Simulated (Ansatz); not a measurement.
Molecular dynamics of Si3H7O3F (part 3 of 3)

Si3H7O3F; RKS r2SCAN-D4/STO-3G (Ansatz 0.2.0). One setting was made poor on purpose. It belongs to a series of runs on one base structure; here: dynamics from the start.

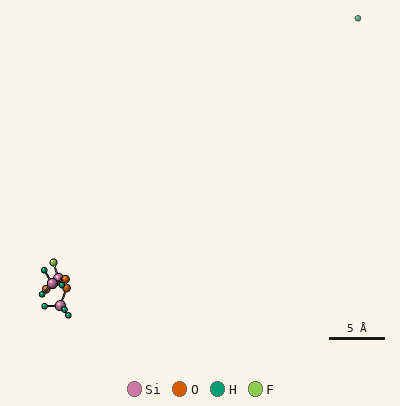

Figure 1. The geometry at step 34 of the log (ball-and-stick view, seen at a tilt).

Trajectory as extended XYZ, continued
```
14
Properties=species:S:1:pos:R:3:forces:R:3 step=27 time_fs=81.0 energy=-32194.91232 temperature=3001.9
Si   -0.0348   -0.1976   -0.1208    1.2424  -1.1921   0.2317
O    -0.5190   -1.1329    1.2789   -1.9674  -1.8374  -1.9783
H     7.6015   35.1449   15.3374    0.0000   0.0000   0.0000
O     1.6228    0.2434   -0.1388   -0.2887  -1.7399  -0.1530
Si    2.4045   -1.2905   -0.6924   -0.0353   1.7555  -0.8337
H     2.1042   -1.7395   -2.0385    0.0411   0.2614  -0.1485
H     3.7122   -0.6866   -0.8122    0.3889  -0.4352   0.2510
H     2.4379   -2.5077    0.0722   -0.1146   0.0456   0.6664
F    -0.9210    0.9651   -0.7518   -0.9111   1.1768  -0.0236
O    -0.0894   -1.6249   -1.0379   -1.1482  -0.6417   1.3273
Si   -1.6977   -2.7068    0.4773    3.2980   2.8453   2.6514
H    -1.6015   -3.3905    1.7985   -0.3567   0.4222  -0.8019
H    -3.0209   -2.1355    0.3302    0.0689  -0.0566  -0.4099
H    -1.2580   -3.7123   -0.4212   -0.2173  -0.6037  -0.7790
14
Properties=species:S:1:pos:R:3:forces:R:3 step=28 time_fs=84.0 energy=-32195.01980 temperature=2203.1
Si   -0.0413   -0.2057   -0.1358    0.9290  -1.4930   0.7325
O    -0.5412   -1.1285    1.2956   -1.7341  -1.6754  -2.4436
H     7.8154   35.9124   15.6308    0.0000   0.0000   0.0000
O     1.6053    0.2374   -0.1226    0.2497  -1.8264  -0.4061
Si    2.4128   -1.2873   -0.6958   -0.0967   0.5605  -0.0967
H     2.1645   -1.7420   -2.0536   -0.1448   0.3287  -0.0682
H     3.7471   -0.7409   -0.8058    0.2515  -0.2423   0.3995
H     2.4000   -2.5549    0.0911   -0.0744   1.1192  -0.0216
F    -0.9163    0.9794   -0.7358   -0.9298   1.1655  -0.0764
O    -0.0929   -1.6431   -1.0370   -1.2054  -0.6331   1.3525
Si   -1.7013   -2.7074    0.4752    2.6954   2.3926   1.2166
H    -1.6924   -3.3549    1.7929   -0.1211   0.1104  -0.4131
H    -3.0393   -2.1276    0.2933    0.5586  -0.1558  -0.3356
H    -1.3222   -3.7781   -0.4572   -0.3779   0.3489   0.1603
14
Properties=species:S:1:pos:R:3:forces:R:3 step=30 time_fs=90.0 energy=-32195.47378 temperature=1640.7
Si   -0.0560   -0.2374   -0.1377    0.6217  -0.7264   0.5782
O    -0.6073   -1.1471    1.2934   -1.1608  -1.4606  -2.3933
H     8.1259   37.1473   16.0698    0.0000   0.0000   0.0000
O     1.6003    0.2058   -0.1062    0.2963  -1.4159  -0.5654
Si    2.4237   -1.2813   -0.7109    0.5869   2.4404  -0.4861
H     2.1587   -1.6655   -2.0671   -0.2870  -0.0164  -0.4006
H     3.8520   -0.9488   -0.7763   -0.4889   0.1163   0.4202
H     2.2619   -2.3705    0.1415   -0.1834  -1.2482   1.0025
F    -0.9087    1.0068   -0.7163   -0.3726   0.3936   0.2354
O    -0.1264   -1.6821   -1.0152   -1.4175  -0.8038   1.2730
Si   -1.6903   -2.6948    0.4868    2.2918   2.7917   1.4155
H    -1.8965   -3.2755    1.8112    0.3127  -0.1190  -0.2789
H    -2.9520   -2.1183    0.2020   -0.6173   0.6519  -0.4577
H    -1.5202   -3.7688   -0.4321    0.4182  -0.6037  -0.3429
14
Properties=species:S:1:pos:R:3:forces:R:3 step=31 time_fs=93.0 energy=-32195.75217 temperature=1574.1
Si   -0.0565   -0.2532   -0.1283    0.3435  -0.2582   0.0868
O    -0.6408   -1.1783    1.2693   -0.8372  -1.2221  -1.9118
H     8.2288   37.6698   16.2567    0.0000   0.0000   0.0000
O     1.6045    0.1800   -0.1032    0.0691  -0.7890  -0.4908
Si    2.4287   -1.2700   -0.7238   -0.4262   0.4974   0.5954
H     2.1067   -1.6130   -2.1006   -0.0129  -0.0038   0.1114
H     3.8571   -1.0383   -0.7215   -0.0276   0.3197   0.2168
H     2.1402   -2.3328    0.2290    0.2221  -0.1857  -0.3363
F    -0.9068    1.0196   -0.7060    0.0271  -0.1574   0.4939
O    -0.1602   -1.7043   -0.9932   -1.4099  -0.6814   1.1527
Si   -1.6785   -2.6843    0.4983    0.5279   3.9838   1.5460
H    -1.9492   -3.2758    1.8188    0.3341   0.0937  -0.4813
H    -2.9502   -2.0829    0.0903    0.4426   0.1632   0.1290
H    -1.5519   -3.7224   -0.4004    0.7473  -1.7601  -1.1117
14
Properties=species:S:1:pos:R:3:forces:R:3 step=32 time_fs=96.0 energy=-32195.98542 temperature=1339.8
Si   -0.0528   -0.2664   -0.1210    0.0000   0.0112  -0.5109
O    -0.6754   -1.2104    1.2242   -0.4276  -0.7594  -0.9924
H     8.3052   38.1177   16.4376    0.0000   0.0000   0.0000
O     1.6036    0.1526   -0.1049   -0.1006  -0.0824  -0.2812
Si    2.4306   -1.2586   -0.7324   -1.3904  -0.6568   0.8484
H     2.0514   -1.5577   -2.1281    0.3512   0.0324   0.5560
H     3.8446   -1.1037   -0.6345    0.5313   0.4524  -0.0184
H     2.0427   -2.3054    0.2480    0.5252   0.0649  -0.8868
F    -0.9009    1.0322   -0.6895    0.3086  -0.5725   0.6824
O    -0.1999   -1.7315   -0.9648   -1.2746  -0.3906   0.9322
Si   -1.6662   -2.6631    0.5132    0.1825   1.4620  -2.1989
H    -1.9630   -3.2744    1.7853    0.1230  -0.0388   0.2469
H    -2.9172   -2.0400   -0.0036    0.7725  -0.1609   0.5579
H    -1.5246   -3.8019   -0.4636    0.3988   0.6384   1.0649
14
Properties=species:S:1:pos:R:3:forces:R:3 step=34 time_fs=102.0 energy=-32196.18791 temperature=923.6
Si   -0.0473   -0.2932   -0.1208   -0.4812  -0.0459  -1.0068
O    -0.7397   -1.2554    1.1232    1.1182   1.3028   1.4338
H     8.4088   38.8179   16.6913    0.0000   0.0000   0.0000
O     1.5915    0.1023   -0.1043   -0.4617   0.8444   0.2174
Si    2.4158   -1.2484   -0.7361    0.4305  -0.5878   0.5251
H     2.0219   -1.4846   -2.1040    0.2852  -0.1183  -0.2628
H     3.8477   -1.1223   -0.5500   -0.0764   0.4202  -0.2680
H     2.0117   -2.3083    0.1327    0.1445  -0.8957   0.0020
F    -0.8737    1.0364   -0.6330    0.2853  -0.6053   0.6127
O    -0.2960   -1.7942   -0.8950   -0.6626   0.1007   0.1649
Si   -1.6450   -2.6082    0.5151    0.0598  -0.3259  -0.9126
H    -1.8996   -3.2910    1.7737   -0.0429   0.6002   0.3332
H    -2.7879   -1.9512    0.0052   -1.1092   0.2320  -0.0914
H    -1.5264   -3.7664   -0.2839    0.5107  -0.9215  -0.7475
14
Properties=species:S:1:pos:R:3:forces:R:3 step=35 time_fs=105.0 energy=-32196.21365 temperature=671.3
Si   -0.0479   -0.3035   -0.1286   -0.4121  -0.1003  -0.9341
O    -0.7555   -1.2617    1.0897    1.7494   2.3539   2.3217
H     8.4656   39.0893   16.8032    0.0000   0.0000   0.0000
O     1.5908    0.0857   -0.1018   -0.7845   0.8706   0.4308
Si    2.4126   -1.2472   -0.7266    1.3714  -1.5074  -0.6554
H     2.0334   -1.4839   -2.1454    0.4422   0.1339   0.7471
H     3.8754   -1.0689   -0.5658   -0.8763   0.2419  -0.2297
H     2.0531   -2.4013    0.0780    0.1929  -0.1794  -0.1671
F    -0.8573    1.0371   -0.6005    0.1262  -0.3910   0.4499
O    -0.3409   -1.8146   -0.8730   -0.2683   0.2654  -0.3449
Si   -1.6386   -2.5819    0.5079   -1.6249  -1.5614  -1.5663
H    -1.8550   -3.2519    1.7915   -0.1168   0.6890   0.1710
H    -2.8322   -1.8905    0.0152   -0.0575  -0.5362   0.2517
H    -1.5029   -3.7956   -0.2538    0.2581  -0.2791  -0.4746
14
Properties=species:S:1:pos:R:3:forces:R:3 step=36 time_fs=108.0 energy=-32196.25780 temperature=587.9
Si   -0.0568   -0.3098   -0.1386    0.1621  -0.2297  -0.8907
O    -0.7572   -1.2557    1.0707    1.8612   2.8564   2.8049
H     8.5211   39.3322   16.9114    0.0000   0.0000   0.0000
O     1.5883    0.0817   -0.1065   -1.0332   0.5096   0.4375
Si    2.4174   -1.2537   -0.7164    0.8656  -2.3129  -0.3083
H     2.0743   -1.5066   -2.1237    0.2255   0.1986   0.3887
H     3.8435   -1.0100   -0.5855   -0.2011   0.1960  -0.0354
H     2.0987   -2.5066    0.0353    0.3104   0.8692  -0.4212
F    -0.8398    1.0371   -0.5750   -0.1958   0.0467   0.2181
O    -0.3803   -1.8323   -0.8561    0.0173   0.4576  -0.7678
Si   -1.6366   -2.5627    0.4987   -1.7457  -3.1834  -1.7170
H    -1.7990   -3.1706    1.8317   -0.1992   0.4309  -0.2125
H    -2.8642   -1.9100    0.0446   -0.0069  -0.4324   0.1670
H    -1.4774   -3.8237   -0.2811   -0.0601   0.5934   0.3367
14
Properties=species:S:1:pos:R:3:forces:R:3 step=37 time_fs=111.0 energy=-32196.27297 temperature=537.1
Si   -0.0659   -0.3139   -0.1496    0.7076  -0.4430  -0.8006
O    -0.7463   -1.2457    1.0640    1.6359   2.8224   2.8622
H     8.5594   39.5654   16.9897    0.0000  -0.0001   0.0000
O     1.5785    0.0938   -0.1120   -0.7953  -0.3286   0.1538
Si    2.4273   -1.2676   -0.7115   -0.1432  -0.9183   0.7735
H     2.1240   -1.5185   -2.0596   -0.2798  -0.0541  -1.2693
H     3.7877   -0.9426   -0.6199    1.1974   0.3037   0.1963
H     2.1546   -2.5249   -0.0172    0.1298   0.3725   0.1333
F    -0.8253    1.0352   -0.5514   -0.6020   0.5953  -0.0411
O    -0.4177   -1.8476   -0.8424    0.2286   0.6304  -1.0975
Si   -1.6376   -2.5541    0.4846   -1.1234  -3.1612  -0.8067
H    -1.7496   -3.0613    1.8624   -0.3093  -0.1121  -0.3401
H    -2.8887   -1.9590    0.1060   -0.4322  -0.0318  -0.1789
H    -1.4633   -3.8136   -0.2781   -0.2140   0.3249   0.4152
14
Properties=species:S:1:pos:R:3:forces:R:3 step=39 time_fs=117.0 energy=-32196.33948 temperature=578.1
Si   -0.0756   -0.3233   -0.1674    0.6834   0.0295  -0.4148
O    -0.7203   -1.2069    1.1051    0.8080   1.8504   1.4276
H     8.5738   39.9600   17.1272    0.0000   0.0000   0.0000
O     1.5646    0.1338   -0.1190   -0.3028  -1.7909  -0.4547
Si    2.4586   -1.2756   -0.7035    0.9087   0.8600  -0.5589
H     2.1565   -1.5324   -2.1434    0.1332   0.1364   0.9805
H     3.8450   -0.7833   -0.5923   -0.5715  -0.4649  -0.0755
H     2.2991   -2.5170    0.0600   -0.0922   0.4165  -0.0913
F    -0.8095    1.0646   -0.5015   -0.6729   0.4326  -0.1995
O    -0.4870   -1.8720   -0.8369    0.3649   0.9909  -0.9587
Si   -1.6610   -2.5479    0.4539   -0.9544  -1.3272   1.2627
H    -1.7213   -2.9271    1.8636   -0.3350  -0.7956  -0.1139
H    -3.0155   -2.0992    0.2164    0.0931   0.3657  -0.5055
H    -1.5000   -3.8091   -0.1993   -0.0624  -0.7033  -0.2980
14
Properties=species:S:1:pos:R:3:forces:R:3 step=40 time_fs=120.0 energy=-32196.32607 temperature=436.2
Si   -0.0741   -0.3289   -0.1768    0.1927   0.6716  -0.1371
O    -0.7066   -1.1758    1.1389    0.3363   1.1430   0.6976
H     8.5835   40.1073   17.1750    0.0000   0.0000   0.0000
O     1.5542    0.1529   -0.1245   -0.0162  -2.2038  -0.5678
Si    2.4777   -1.2701   -0.6958   -0.0628   0.9492   1.0002
H     2.1643   -1.4869   -2.0913   -0.0036  -0.2507  -0.0415
H     3.7939   -0.7302   -0.5568    0.5902  -0.1394  -0.1536
H     2.3970   -2.5090    0.1250   -0.2509   0.7546  -0.5219
F    -0.8109    1.0875   -0.4768   -0.4285  -0.1397  -0.1522
O    -0.5091   -1.8773   -0.8388    0.3421   0.9936  -0.7569
Si   -1.6752   -2.5430    0.4406   -0.6202  -2.5831   2.0574
H    -1.7438   -2.9534    1.8943   -0.1384  -0.3447  -1.1284
H    -3.0490   -2.1397    0.2222    0.1810   0.5306  -0.5369
H    -1.5209   -3.8730   -0.2122   -0.1215   0.6187   0.2410
```

The run was set up as follows.

Input file
```yaml
crystal:
  periodic: [false, false, false]
  atoms:
    - { symbol: Si, position_ang: [-0.065702, -0.159793, -0.017236] }
    - { symbol: O, position_ang: [-0.396699, -0.026427, 1.648653] }
    - { symbol: H, position_ang: [-0.617009, 0.959226, 1.787276] }
    - { symbol: O, position_ang: [1.544704, 0.039228, -0.431796] }
    - { symbol: Si, position_ang: [2.398478, -1.360613, -0.886324] }
    - { symbol: H, position_ang: [1.953066, -1.901407, -2.158122] }
    - { symbol: H, position_ang: [3.775688, -0.937435, -1.024465] }
    - { symbol: H, position_ang: [2.335961, -2.414437, 0.111319] }
    - { symbol: F, position_ang: [-0.890667, 1.01358, -0.790312] }
    - { symbol: O, position_ang: [-0.492708, -1.712542, -0.487401] }
    - { symbol: Si, position_ang: [-1.547203, -2.589217, 0.520326] }
    - { symbol: H, position_ang: [-0.916421, -2.981226, 1.76791] }
    - { symbol: H, position_ang: [-2.764424, -1.857782, 0.824619] }
    - { symbol: H, position_ang: [-1.890465, -3.784156, -0.220248] }
basis:
  gaussian: { orbitals: STO-3G }
hamiltonian:
  xc: r2scan
  dispersion: d4
md:
  timestep: 3.0
  n_steps: 40
  ensemble: nvt_langevin
  temperature: 300.0
  initial_velocities: maxwell_boltzmann
  seed: 775088
  friction: 0.05
```

Run as:
```bash
ansatz run input.yaml --threads 1 --pin off --max-ram 2048MiB --backend cpu --events-out ev --progress --plain --runs-dir out
```

Key numbers

| quantity | value |
| --- | --- |
| outcome | finished |
| mean temperature over the second half | 4864 K |
| trajectory | 40 steps, 120 fs |
| ensemble | nvt_langevin |
| temperature in the input | 300.0 K |
| time step | 3.0 fs |
| potential energy (last step) | −32196.3261 eV |
| mean-field energy (last step) | −32196.2323 eV |
| largest force (length of the vector) (last step) | 3.360 eV/Å |
| hardware | 1 thread of Arm Neoverse V1, 24 GiB of memory available, shared host |
| wall time | 6.7 min |
| peak memory | 0.15 GiB |

Remarks

A deliberately poor setting: time step. So short a trajectory is not equilibrated. The logged temperature at the start can lie below the typed one, since it is counted over all degrees of freedom. The temperature stays far from the 300 K of the thermostat over the second half: the run isn't equilibrated. The integration failed: the conserved energy drifts or the temperature runs away, so the later frames and the averages aren't results; the time step is too long for this system.
